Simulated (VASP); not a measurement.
Band structure of Tl (space group Im-3m). Computed with LDA (Ceperley-Alder, Perdew-Zunger), VASP's LDA PAW potentials (set 64) (plane waves; VASP).

Unless said otherwise, spin-orbit coupling is left out, though it shifts the bands of the heavy elements here.

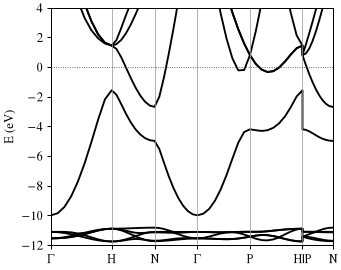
Bands along high-symmetry lines, zero at the valence-band maximum or, without a gap, the Fermi level

### Question
Read the plot: is there a gap, and where are the band edges?

### Answer
It has no gap at this level: it comes out as a metal or semimetal.

The structure was generated: Tl was put into an ordered model structure, which need not be its known phase. The cell was not relaxed at this level.
